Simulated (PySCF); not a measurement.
# C2H4B2F2Si: spin–spin coupling calculation

- system: C2H4B2F2Si
- method: B3LYP/def2-TZVP indirect spin-spin coupling, non-relativistic, gas phase (PySCF 2.14.0)

The geometry comes from this level: PBE0-D3(BJ)/def2-SVP. Figures and captions count atoms from 1; the log counts them from 0 in places.

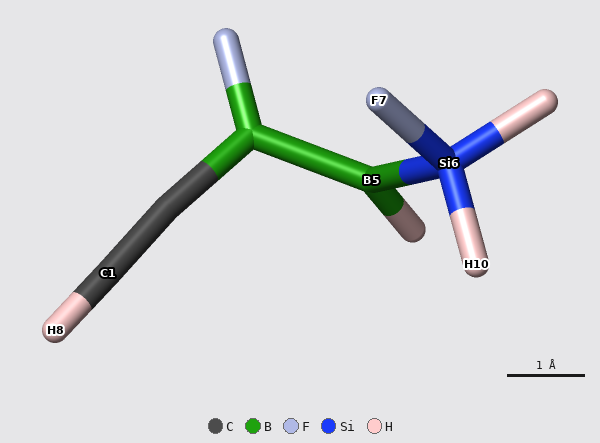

Fig. 1: The structure as given in the input (stick view, seen at a tilt; atoms are numbered from 1 in the order of the input).

**Input**
```
{"job": {"kind": "j", "xc": "B3LYP", "basis": "def2-TZVP"}, "charge": 0, "multiplicity": 1}
C      2.782346    -0.524113    -0.515915
C      1.923918    -0.395083     0.340107
B      0.729792    -0.275595     1.293398
F      0.903625     0.163987     2.535743
B     -0.752961    -0.679914     0.615000
Si    -1.791612     0.712974    -0.384173
F     -1.000180     2.143531    -0.355846
H      3.553677    -0.629160    -1.258914
H     -1.196985    -1.805758     0.626880
H     -1.989063     0.340786    -1.818058
H     -3.124870     0.921593     0.261151
```

The first line tells a small driver script what to run in PySCF; the rest is the geometry in Å.

Hardware: 1 CPU thread, shared host.

Run as:
```bash
OMP_NUM_THREADS=1 python <driver script> task.json out
```

**Output**
```
coarse grid: 10624 points
cycle   1  E = -617.5854059636  dE =  5.034e-01  |g| = 7.988e-01  |ddm| = 3.144e+00
cycle   2  E = -617.3874934543  dE =  1.979e-01  |g| = 1.396e+00  |ddm| = 1.713e+00
cycle   3  E = -617.6915379054  dE = -3.040e-01  |g| = 1.228e-01  |ddm| = 1.199e+00
cycle   4  E = -617.6938738862  dE = -2.336e-03  |g| = 7.088e-02  |ddm| = 1.207e-01
cycle   5  E = -617.6948094606  dE = -9.356e-04  |g| = 4.056e-02  |ddm| = 5.868e-02
cycle   6  E = -617.6952220964  dE = -4.126e-04  |g| = 4.344e-03  |ddm| = 2.651e-02
cycle   7  E = -617.6952271105  dE = -5.014e-06  |g| = 1.153e-03  |ddm| = 5.396e-03
final grid: 101456 points
cycle   8  E = -617.6905648532  dE = -7.109e-05  |g| = 3.879e-03  |ddm| = 7.047e-02
cycle   9  E = -617.6905622670  dE =  2.586e-06  |g| = 4.981e-03  |ddm| = 6.349e-03
cycle  10  E = -617.6905677475  dE = -5.480e-06  |g| = 1.426e-03  |ddm| = 3.590e-03
cycle  11  E = -617.6905681827  dE = -4.352e-07  |g| = 5.708e-04  |ddm| = 1.135e-03
cycle  12  E = -617.6905682608  dE = -7.806e-08  |g| = 1.323e-04  |ddm| = 3.778e-04
cycle  13  E = -617.6905682639  dE = -3.109e-09  |g| = 3.192e-05  |ddm| = 1.079e-04
cycle  14  E = -617.6905682641  dE = -2.069e-10  |g| = 6.406e-06  |ddm| = 3.268e-05
```

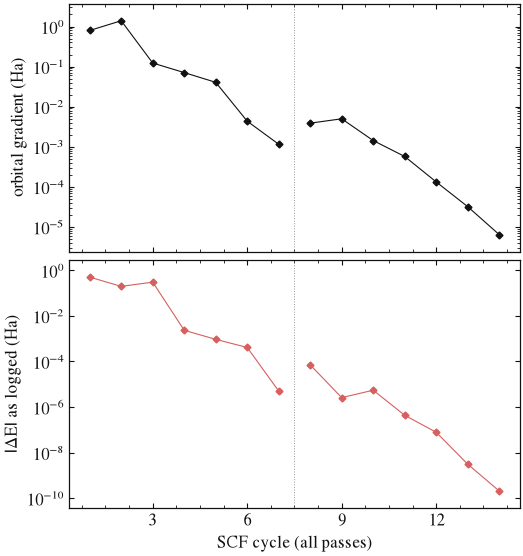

Fig. 2: Convergence of the self-consistent field: orbital gradient and size of the energy change against the SCF cycle. The dotted line marks the change from a coarse to the final integration grid. The first 7 cycles use a coarse grid, the final grid takes over at cycle 8, and the field converges after 14 cycles in all.

```
converged SCF energy = -617.6905682641

Indirect spin-spin couplings (Hz)
  i      j    bonds     total        FC       PSO       DSO        SD
  0 C    1 C    1    153.192   147.312     5.833     0.048         -
  0 C    2 B    2     21.262    19.650     1.227    -0.130     0.515
  0 C    3 F    3      6.468    11.081    -6.701    -0.314     2.402
  0 C    4 B    3      1.182     1.446    -0.446    -0.043     0.225
  0 C    5 Si   4     -0.486    -0.418    -0.051     0.015    -0.032
  0 C    7 H    1    251.357   252.779    -1.795     0.373         -
  0 C    8 H    4      0.582     0.625     0.107    -0.150         -
  0 C    9 H    5      0.417     0.443     0.012    -0.038         -
  0 C   10 H    5     -0.156    -0.090     0.161    -0.227         -
  1 C    2 B    1     98.013    98.981    -1.525     0.300     0.257
  1 C    3 F    2     30.982    33.098    -2.573    -0.035     0.492
  1 C    4 B    2     14.968    14.791     0.357     0.061    -0.241
  1 C    5 Si   3      0.694     0.663     0.029    -0.010     0.012
  1 C    6 F    4     -0.208    -0.201    -0.096     0.092    -0.003
  1 C    7 H    2     44.039    40.048     5.148    -1.158         -
  1 C    8 H    3     -1.219    -1.304     0.104    -0.019         -
  1 C    9 H    4      2.915     2.932     0.005    -0.022         -
  1 C   10 H    4     -2.054    -1.979     0.127    -0.202         -
  2 B    3 F    1   -179.646  -118.130   -59.300     0.586    -2.802
  2 B    4 B    1     85.251    85.662    -1.120     0.316     0.393
  2 B    5 Si   2     -2.568    -2.465    -0.264    -0.041     0.202
  2 B    6 F    3      0.679     0.945    -0.506     0.212     0.028
  2 B    7 H    3      2.981     3.013     0.386    -0.477     0.059
  2 B    8 H    2      0.681     0.545    -0.040     0.055     0.120
  2 B    9 H    3     -0.011     0.071     0.096    -0.161    -0.017
  2 B   10 H    3      2.110     2.170     0.125    -0.171    -0.013
  3 F    4 B    2     25.644    35.393   -10.168    -0.107     0.526
  3 F    5 Si   3     -2.497    -0.995    -1.720     0.054     0.164
  3 F    6 F    4     -1.338    -0.574    -0.535     0.003    -0.233
  3 F    7 H    4     -9.365    -6.098    -1.880    -1.130    -0.256
  3 F    8 H    3      0.168     1.837    -1.190    -0.712     0.234
  3 F    9 H    4     -5.418    -4.934     0.567    -0.973    -0.078
  3 F   10 H    4      5.763     5.959     0.321    -0.409    -0.108
  4 B    5 Si   1    -67.892   -68.112     1.460    -0.096    -1.144
  4 B    6 F    2     19.451    16.638     1.246    -0.188     1.755
  4 B    7 H    4     -0.660    -0.509     0.109    -0.238    -0.022
  4 B    8 H    1    125.304   127.559    -2.863     0.544     0.064
  4 B    9 H    2      8.633     8.830    -0.006    -0.246     0.054
  4 B   10 H    2      9.992    10.140    -0.002    -0.216     0.070
  5 Si   6 F    1    359.029   310.305    59.472    -0.165   -10.583
  5 Si   7 H    5      0.399     0.351    -0.071     0.093     0.026
  5 Si   8 H    2     -6.734    -6.696     0.129     0.033    -0.199
  5 Si   9 H    1   -182.386  -182.902     1.072    -0.272    -0.284
  5 Si  10 H    1   -177.174  -177.684     1.057    -0.271    -0.275
  6 F    8 H    3     24.424    25.253     0.479    -1.392     0.084
  6 F    9 H    2     39.086    39.850     1.383    -1.403    -0.743
  6 F   10 H    2     37.065    37.788     1.419    -1.417    -0.724
  7 H    8 H    5     -0.753    -0.601     0.535    -0.687         -
  7 H    9 H    6     -0.335    -0.281     0.192    -0.245         -
  7 H   10 H    6     -0.315    -0.041     0.552    -0.826         -
  8 H    9 H    3     -1.440    -1.337     0.263    -0.365         -
  8 H   10 H    3     -1.898    -1.783     0.300    -0.415         -
  9 H   10 H    2      3.071     3.971     0.953    -1.853         -
```

**Summary**

| quantity | value |
| --- | --- |
| outcome | converged |
| total energy | −617.690568 hartree |
| HOMO | −7.87 eV |
| LUMO | −3.02 eV |
| dipole moment | 2.28 D |
| wall time | 71 s |
| peak memory | 1 GiB |
